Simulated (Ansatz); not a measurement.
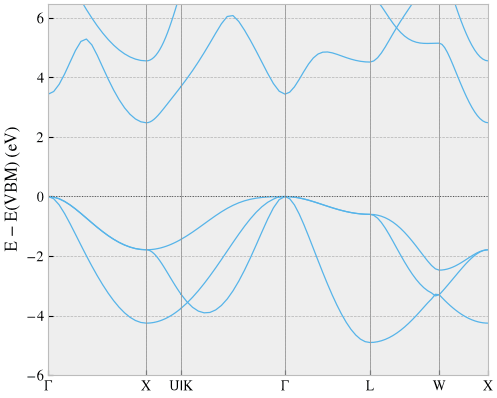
Figure: Band structure from DFT-r²SCAN in the program Ansatz with PAW potentials

Question: Read off the gap and where the band edges lie.

Answer: About 2.5 eV (2.48 eV by a search for the band edges); maximum at Γ, minimum at X.

Question: Which compound is it?
A. GaN, zinc blende
B. CdS, rock salt
C. MgSe, rock salt

Answer: C, MgSe, rock salt

Space group Fm-3m (rock salt). The r²SCAN relaxation kept the symmetry of its start. Scalar-relativistic: spin–orbit coupling is off unless named, which matters more the heavier the elements.

Potentials: the later of the program's two PAW sets.
